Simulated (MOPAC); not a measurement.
Potential energy surface of H₂Li, doublet: collinear Li-H-H surface. Scanned: Li-H distance and H-H distance.

Calculation: PM6, unrestricted, heats of formation in MOPAC.

Energy in kcal/mol above the lowest grid point; x is the Li-H distance (Å), y the H-H distance (Å).

```csv
y \ x,1.36,1.44,1.62,1.73,1.84,2.01,2.19,2.45,2.69,3,3.26,3.81,4.64
2.15,81.8,84.3,93.3,99.9,106.7,114.2,119.9,125.0,127.5,129.1,129.8,130.3,127.6
1.81,79.0,81.4,89.9,95.9,101.3,107.8,119.5,125.3,128.2,130.1,130.9,131.4,131.6
1.50,72.1,74.0,80.8,85.3,89.4,94.3,97.9,101.1,102.7,103.7,104.2,104.6,104.7
1.39,68.2,69.6,75.0,78.5,81.5,85.1,87.7,90.0,91.2,92.0,92.3,92.6,92.7
1.20,59.0,58.8,59.6,60.0,60.3,60.4,60.3,60.0,59.9,59.9,59.9,59.9,60.0
1.09,52.0,49.9,46.5,44.8,43.4,41.7,40.6,39.7,39.3,39.1,39.1,39.1,39.2
1.03,47.4,44.2,38.4,35.9,33.9,31.7,30.3,29.1,28.7,28.4,28.4,28.4,28.4
0.94,40.2,35.2,27.0,23.5,21.0,18.3,16.5,15.1,14.5,14.2,14.2,14.2,14.2
0.86,35.0,28.9,19.3,15.3,12.4,9.4,7.4,5.8,5.1,4.8,4.7,4.7,4.7
0.81,33.4,26.9,16.6,12.4,9.3,6.1,4.0,2.3,1.6,1.2,1.1,1.1,1.1
0.75,34.4,27.5,16.6,12.1,8.8,5.4,3.1,1.3,0.5,0.1,0.0,0.0,0.0
0.68,41.4,34.1,22.5,17.7,14.2,10.5,8.1,6.2,5.4,4.9,4.8,4.7,4.8
0.63,51.6,44.0,31.9,27.0,23.3,19.5,16.9,14.9,14.0,13.6,13.4,13.4,13.4
```

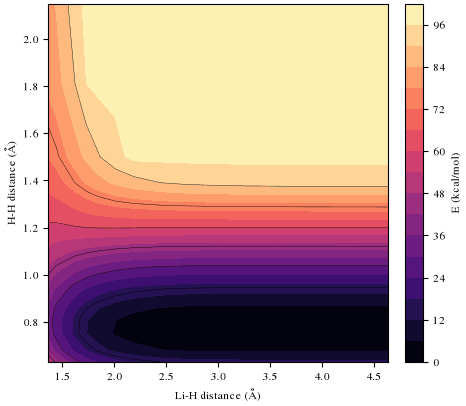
Fig. 1. Energy surface, cut off at 97 kcal/mol.

Points that lie below all their neighbours on the grid: x = 3.81, y = 0.75 (0.0 kcal/mol); x = 4.64, y = 2.15 on the edge of the grid (127.6 kcal/mol). The lowest path on the grid from the first to the second passes x = 3.81, y = 2.15 on the edge of the grid at 130.3 kcal/mol.
